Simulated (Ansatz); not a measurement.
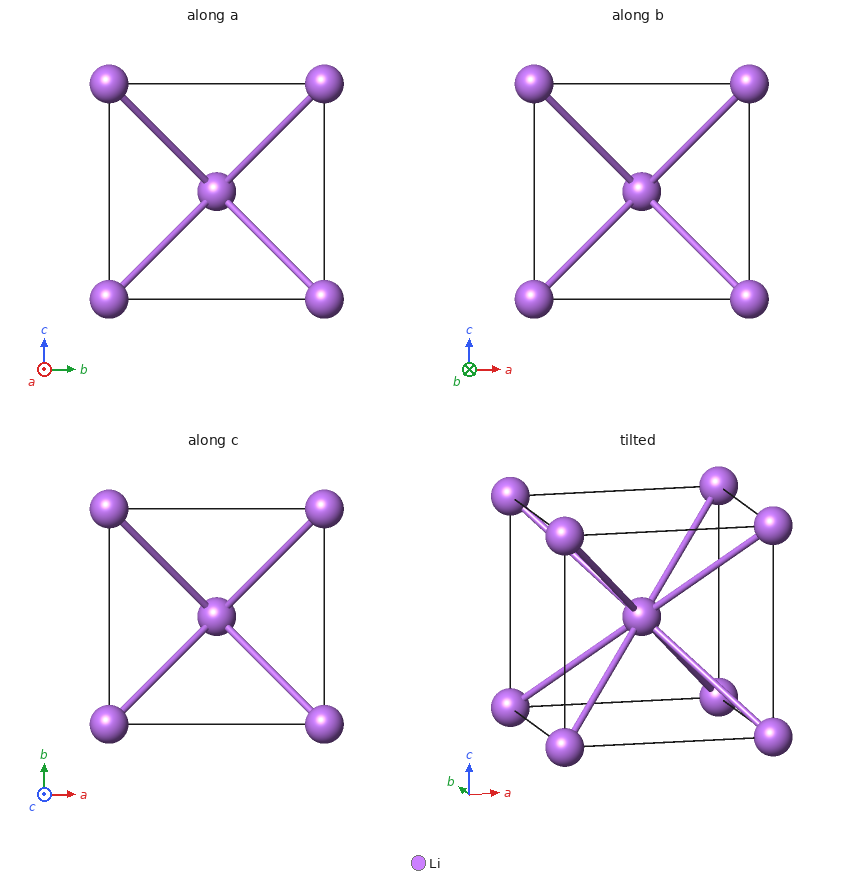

A ball-and-stick rendering, viewed along the a axis, along the b axis, along the c axis and slightly off an axis. The parallelepiped is the conventional unit cell.

Lattice parameters: a = 3.4407 Å, b = 3.4407 Å, c = 3.4407 Å, α = 90.000°, β = 90.000°, γ = 90.000°.

Convert the drawing into a CIF in P1 with every atom of the cell.

```cif
data_structure
_symmetry_space_group_name_H-M 'P 1'
_symmetry_Int_Tables_number 1
_cell_length_a 3.4407
_cell_length_b 3.4407
_cell_length_c 3.4407
_cell_angle_alpha 90.000
_cell_angle_beta 90.000
_cell_angle_gamma 90.000
_cell_volume 40.73
loop_
_atom_site_label
_atom_site_type_symbol
_atom_site_fract_x
_atom_site_fract_y
_atom_site_fract_z
_atom_site_occupancy
Li1 Li 0.0000 0.0000 0.0000 1
Li2 Li 0.5000 0.5000 0.5000 1
```

The cell started as the standard structure of this element. Earlier steps of the study may have refined or changed the cell and positions. A calculation with Ansatz used it as input.
